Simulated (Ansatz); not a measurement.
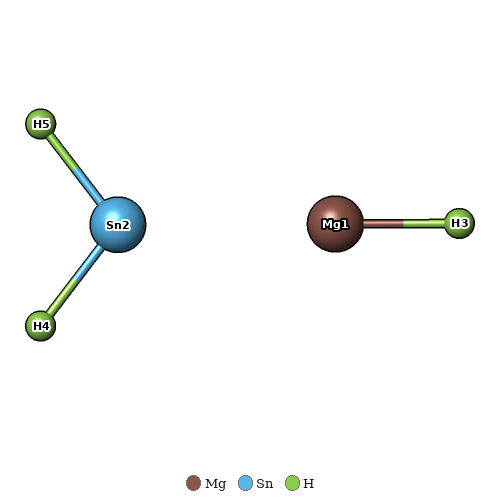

The system is H3MgSn, charge +1; the picture shows the reference structure. 
- First axis: umbrella angle at Sn2 (between each of its bonds and their common axis; 90 is planar). Second axis: change of the bonds Sn2–Mg1, Sn2–H4, Sn2–H5, all alike.
- Nothing is relaxed (all other coordinates rigid).
- The grid has 15 × 15 points; 194 points were computed and 31 follow by symmetry.
- Points are written as (first, second).
- All energies are given in kcal/mol relative to the lowest grid point.
- Method: Ansatz, RKS PBE0-D4/def2-TZVP.

Its coordinates:

```xyz
5

Mg    0.6653   -1.4109    0.9689
Sn   -0.3945    0.8353   -0.5739
H     1.2711   -2.6916    1.8481
H    -1.8299    0.8718   -1.5042
H     0.2881    2.3954   -0.7390
```

Range: umbrella angle at Sn2 (between each of its bonds and their common axis; 90 is planar) from 66.0 to 114.0°; change of the bonds Sn2–Mg1, Sn2–H4, Sn2–H5, all alike from −0.233 to 0.360 Å.

> What will the energy surface look like?

The lowest grid point is at (90.0°, 0.021 Å). It is the only kind of minimum in the scanned range. The highest grid point, (114.0°, −0.233 Å), lies 46.4 kcal/mol above the lowest. Round the minimum the two coordinates are nearly uncoupled.

| second ↓, first → | 66.0 | 69.4 | 72.9 | 76.3 | 79.7 | 83.1 | 86.6 | 90.0 | 93.4 | 96.9 | 100.3 | 103.7 | 107.1 | 110.6 | 114.0 |
| --- | --- | --- | --- | --- | --- | --- | --- | --- | --- | --- | --- | --- | --- | --- | --- |
| 0.360 | 40.7 | 37.5 | 34.6 | 32.3 | 30.4 | 29.1 | 28.3 | 28.0 | 28.3 | 29.1 | 30.4 | 32.3 | 34.6 | 37.5 | 40.7 |
| 0.317 | 36.0 | 32.7 | 29.7 | 27.3 | 25.4 | 24.0 | 23.2 | 22.9 | 23.2 | 24.0 | 25.4 | 27.3 | 29.7 | 32.7 | 36.0 |
| 0.275 | 31.7 | 28.2 | 25.2 | 22.7 | 20.7 | 19.3 | 18.4 | 18.1 | 18.4 | 19.3 | 20.7 | 22.7 | 25.2 | 28.2 | 31.7 |
| 0.233 | 27.7 | 24.1 | 20.9 | 18.4 | 16.3 | 14.9 | 14.0 | 13.7 | 14.0 | 14.9 | 16.3 | 18.4 | 21.0 | 24.1 | 27.7 |
| 0.190 | 24.1 | 20.4 | 17.1 | 14.4 | 12.3 | 10.8 | 9.9 | 9.6 | 9.9 | 10.8 | 12.3 | 14.4 | 17.1 | 20.4 | 24.1 |
| 0.148 | 21.1 | 17.3 | 13.9 | 11.1 | 9.0 | 7.4 | 6.4 | 6.1 | 6.4 | 7.4 | 9.0 | 11.1 | 13.9 | 17.3 | 21.1 |
| 0.106 | 18.8 | 14.8 | 11.3 | 8.4 | 6.2 | 4.6 | 3.6 | 3.2 | 3.6 | 4.6 | 6.2 | 8.5 | 11.3 | 14.8 | 18.8 |
| 0.063 | 17.2 | 13.1 | 9.5 | 6.5 | 4.2 | 2.5 | 1.5 | 1.1 | 1.5 | 2.5 | 4.2 | 6.5 | 9.5 | 13.1 | 17.2 |
| 0.021 | 16.6 | 12.4 | 8.6 | 5.6 | 3.2 | 1.4 | 0.3 | 0.0 | 0.3 | 1.4 | 3.2 | 5.6 | 8.6 | 12.4 | 16.6 |
| −0.021 | 17.2 | 12.8 | 8.9 | 5.8 | 3.3 | 1.5 | 0.4 | 0.0 | 0.4 | 1.5 | 3.3 | 5.8 | 8.9 | 12.8 | 17.2 |
| −0.063 | 19.1 | 14.6 | 10.6 | 7.3 | 4.7 | 2.9 | 1.7 | 1.4 | 1.7 | 2.9 | 4.7 | 7.3 | 10.6 | 14.6 | 19.1 |
| −0.106 | 22.7 | 18.1 | 13.9 | 10.6 | 7.9 | 6.0 | 4.8 | 4.4 | 4.8 | 6.0 | 7.9 | 10.6 | 13.9 | 18.1 | 22.7 |
| −0.148 | 28.2 | 23.4 | 19.1 | 15.6 | 12.9 | 10.9 | 9.7 | 9.3 | 9.7 | 10.9 | 12.9 | 15.6 | 19.1 | 23.4 | 28.2 |
| −0.190 | 35.9 | 30.9 | 26.5 | 22.9 | 20.1 | 18.1 | 16.8 | 16.4 | 16.8 | 18.1 | 20.1 | 22.9 | 26.5 | 30.9 | 35.9 |
| −0.233 | 46.4 | 41.3 | 36.8 | 33.1 | 30.2 | 28.1 | 26.8 | 26.4 | 26.8 | 28.1 | 30.2 | 33.1 | 36.8 | 41.4 | 46.4 |

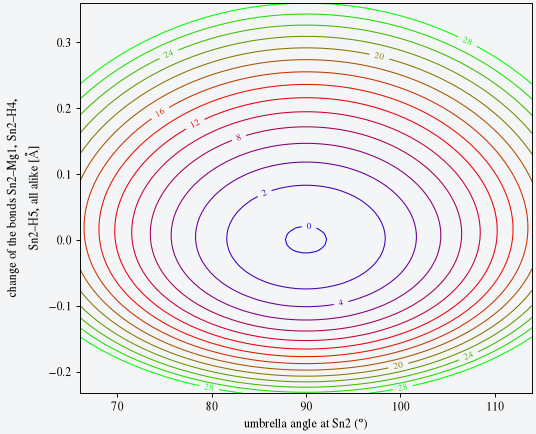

In the figure: contour lines labelled in kcal/mol (none above 28). Between grid points the surface is interpolated.

Each point was launched as `ansatz run input.yaml --threads 1 --pin off --max-ram 2560MiB --backend cpu --events-out ev --progress --plain --runs-dir out`. The whole map (194 points run) took 7.4 min on 1 thread of Intel(R) Xeon(R) CPU @ 2.60GHz (Ice Lake), on a shared host.
